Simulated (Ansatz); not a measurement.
# PH3S (SMILES [PH3]=S): FCI/STO-3G

What is the vertical singlet–triplet gap of PH3S at FCI/STO-3G? 

Program for the calculation: Ansatz 0.2.0.

47 further runs of the same task are left out: 47 set aside as unsound or not needed.

### 1 Starting point

PH3S has 5 atoms, charge 0, and is taken as a singlet. As SMILES, `[PH3]=S`. The coordinates come from a GFN2-xTB relaxation.

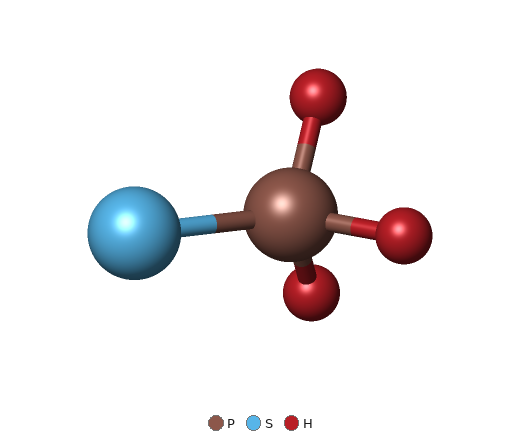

Viewed from a chosen angle; phosphorus brown, sulfur blue, hydrogen red.

### 2 A single-point energy at FCI/STO-3G

Input file input.yaml:

```yaml
crystal:
  periodic: [false, false, false]
  atoms:
    - {symbol: P, position_ang: [0.007920, -0.006600, 0.007660]}
    - {symbol: S, position_ang: [1.261690, -0.941140, 1.111260]}
    - {symbol: H, position_ang: [-1.166840, 0.461930, 0.594540]}
    - {symbol: H, position_ang: [-0.532470, -0.676580, -1.089190]}
    - {symbol: H, position_ang: [0.429710, 1.162380, -0.624270]}
basis:
  gaussian: {orbitals: STO-3G}
correlation: {method: fci, frozen_orbitals: {H: 0, P: 5, S: 5}}
accuracy: high
```

Started as:

```bash
$ ansatz run input.yaml --threads 1 --pin off --max-ram 2610MiB --events-out events.jsonl --progress --plain --runs-dir runs
```

Standard output:

```text
Warning: RAYON_NUM_THREADS=1 ignored (pool sized by the plan → 1); use --threads N
Functional definition: HF
  name "HF"
  exchange = exact_x
  correlation = 0
365 factors; integrals over basis functions are off by at most 2.7e-8 eV
mean field evaluation 1: about -19908.4166 eV, gradient 2.4e1 eV
mean field evaluation 2: about -19908.4446 eV, gradient 2.4e1 eV
mean field evaluation 4: about -19911.3775 eV, gradient 1.7e0 eV
mean field evaluation 8: about -19911.4048 eV, gradient 3.4e-6 eV
mean field -19911.40478389 eV, -731.7306293730 hartree, gradient 5.7e-8 eV, S^2 0.000000; 0 other end points of the search recorded, 0 dependent functions left out
10 core orbitals not correlated: weight in the atoms' cores, before any rotation towards them, 1.000 or more for the frozen orbitals, at most 0.000 for the correlated occupied ones
reference -19911.40478389 eV, -731.7306293730 hartree; 7, 7 occupied and 4, 4 virtual orbitals, 365 factors
state -19913.75523248 eV, -731.8170067654 hartree
Total energy: -19913.75523248 eV, -731.8170067654 hartree
```

Run time: 1.7 s. Hardware: 1 thread of Intel Xeon 6975P-C (Granite Rapids), shared host.

### 3 The triplet

Input file job.yaml:

```yaml
crystal:
  periodic: [false, false, false]
  atoms:
    - symbol: P
      position_ang: [0.007920, -0.006600, 0.007660]
    - symbol: S
      position_ang: [1.261690, -0.941140, 1.111260]
    - symbol: H
      position_ang: [-1.166840, 0.461930, 0.594540]
    - symbol: H
      position_ang: [-0.532470, -0.676580, -1.089190]
    - symbol: H
      position_ang: [0.429710, 1.162380, -0.624270]
basis:
  gaussian: {orbitals: STO-3G}
magnetization: {spin_polarized: true, initial_magnetization: 2}
correlation: {method: fci, frozen_orbitals: {H: 0, P: 5, S: 5}}
accuracy: high
```

Started as:

```bash
$ ansatz run job.yaml --threads 1 --pin off --max-ram 2610MiB --events-out events.jsonl --progress --plain --runs-dir runs
```

Standard output, cut to the lines that bear on the results:

```text
Warning: RAYON_NUM_THREADS=1 ignored (pool sized by the plan → 1); use --threads N
Functional definition: HF
  name "HF"
[...]
365 factors; integrals over basis functions are off by at most 2.7e-8 eV
[...]
mean field -19905.78749339 eV, -731.5241977548 hartree, gradient 2.4e-8 eV, S^2 2.004511; 7 other end points of the search recorded, 0 dependent functions left out
determinant -19905.78749339 eV, -731.5241977548 hartree, with singles and doubles -19907.70762678 eV, -731.5947613553 hartree
determinant -19905.78733720 eV, -731.5241920148 hartree, with singles and doubles -19907.70747091 eV, -731.5947556272 hartree
determinant -19905.78749339 eV, -731.5241977548 hartree, with singles and doubles -19907.70805087 eV, -731.5947769405 hartree
determinant -19905.78733720 eV, -731.5241920148 hartree, with singles and doubles -19907.70791125 eV, -731.5947718092 hartree
10 core orbitals not correlated: weight in the atoms' cores, before any rotation towards them, 1.000 or more for the frozen orbitals, at most 0.000 for the correlated occupied ones
reference -19905.75473325 eV, -731.5229938418 hartree; 8, 6 occupied and 3, 5 virtual orbitals, 365 factors
state -19907.74128656 eV, -731.5959983293 hartree
Total energy: -19907.74128656 eV, -731.5959983293 hartree
```

Run time: 4.2 s. Hardware: 1 thread of Intel Xeon 6975P-C (Granite Rapids), shared host.

### 4 What came out

Level: FCI/STO-3G, 10 core orbitals frozen.

| quantity | value |
| --- | --- |
| singlet: total energy | -731.81701 Eh |
| singlet: correlation energy (10 core orbitals frozen) | -86.4 mEh |
| triplet: total energy | -731.59600 Eh |
| triplet: correlation energy (10 core orbitals frozen) | -73.0 mEh |
| vertical energy of the triplet above the singlet | 6.014 eV |

What this shows: At this shape the triplet lies 6.01 eV (139 kcal/mol) above the singlet. In a minimal basis such a difference can be off by several eV, whatever the method.
